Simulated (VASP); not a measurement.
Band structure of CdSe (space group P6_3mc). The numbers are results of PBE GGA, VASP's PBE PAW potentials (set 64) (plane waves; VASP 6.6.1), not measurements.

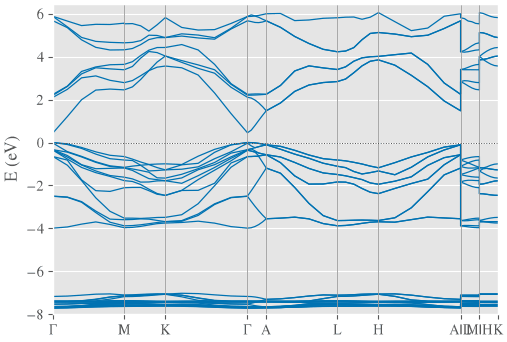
*Bands along high-symmetry lines, zero at the valence-band maximum or, without a gap, the Fermi level*

Q: Read the plot: is there a gap, and where are the band edges?

A: The gap is direct, 0.46 eV, from the valence maximum at Γ to the conduction minimum at Γ.

The structure was generated: CdSe was put into an ordered model structure, which need not be its known phase. The cell was not relaxed at this level. The k-mesh is coarse (spacing up to 0.44 per Å, 2π included), so the numbers may not be converged in it.
